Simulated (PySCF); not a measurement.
# F2O2Tm2 (Tm2(O)2(F)2): the cost of one run

Program: PySCF 2.14.0. Level of theory: BP86, Tm lcecp-1-SVP with ECP58, O def2-SVP, F def2-SVP; scalar-relativistic core potentials, no spin–orbit coupling. These are calculated values, not measurements.

5 further runs of the same task are left out: 2 for a known fault of the program, 3 that didn't finish.

**1. Where the work starts**

6 atoms, charge 0, spin multiplicity 1.

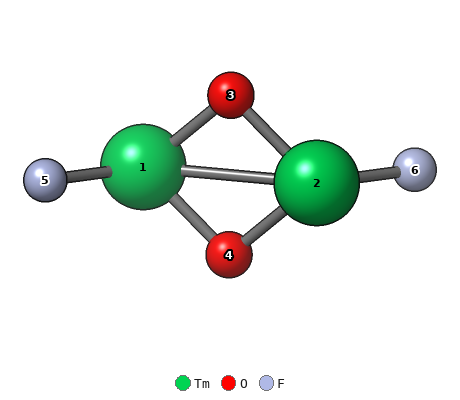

The geometry (thulium green, oxygen red, fluorine light blue); atoms are numbered from 1 in the order of the file.

Coordinates:

```xyz
6
F2O2Tm2
Tm    0.0000    0.6441    1.3997
Tm    0.0000   -0.6441   -1.3997
O     1.3396    0.0000    0.0000
O    -1.3396    0.0000    0.0000
F     0.0000   -0.4726    3.0659
F     0.0000    0.4726   -3.0659
```

Formal oxidation states: Tm +3. Each metal's 12 4f electrons lie in its core potential, so multiplicities, spins and levels count the valence alone. An earlier session relaxed this geometry at BP86, Tm lcecp-1-SVP with ECP58, O def2-SVP, F def2-SVP (singlet, point group C2h).

Its energy there is -428.016752 Eh.

**2. Atoms moved at random, σ = 0.15 Å**

The input, run.py (the lines that set the calculation):

```python
mol = gto.M(atom='''
Tm     0.19277     0.63239     1.54206
Tm    -0.15062    -0.62858    -1.58438
O      1.43189     0.17450     0.23690
O     -1.18726    -0.15295     0.04146
F     -0.18229    -0.52906     2.64433
F     -0.10449     0.50370    -2.88038''',
    basis={'Tm': 'lcecp-1-SVP', 'O': 'def2-SVP', 'F': 'def2-SVP'},
    ecp={'Tm': 'lcecp-1-SVP'},
    charge=0, spin=0)
mf = dft.RKS(mol, xc='B88,P86')
mf.grids.atom_grid = (50, 194)  # f atoms: unpruned, at least (60, 302)
mf = mf.density_fit()  # fitting sets: Tm AutoAux, O def2-universal-JKFIT, F def2-universal-JKFIT
mf.conv_tol = 1e-08; mf.max_cycle = 55
mf.kernel(dm0)  # dm0: the density of the relaxed state
```

Command:

```
OMP_NUM_THREADS=2 python run.py
```

**Question.** How long does this run take on 2 threads of Arm Neoverse V1, shared host?

About 12 s.
